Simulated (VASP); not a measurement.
Data:

```xyz
1
Lattice="0.0000 1.9739 1.9739 1.9739 0.0000 1.9739 1.9739 1.9739 0.0000" Properties=species:S:1:pos:R:3 pbc="T T T"
Pt     0.0000     0.0000     0.0000
```

The numbers are results of optB86b-vdW, VASP's PBE PAW potentials (set 64) (plane waves; VASP), not measurements. Run with 520 eV cut-off, 18×18×18 Γ-centred mesh, tetrahedra with Blöchl corrections, potentials Pt.

Unless said otherwise, spin-orbit coupling is left out, though it shifts the bands of the heavy elements here.

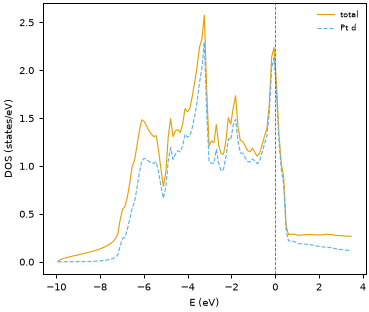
Figure. Total and projected density of states, zero at the Fermi level

Within 2 eV below the Fermi level the largest weight inside VASP's projection spheres is Pt d.

It has no gap at this level: it comes out as a metal or semimetal.

The compound is Pt in the fcc structure. It was relaxed first.
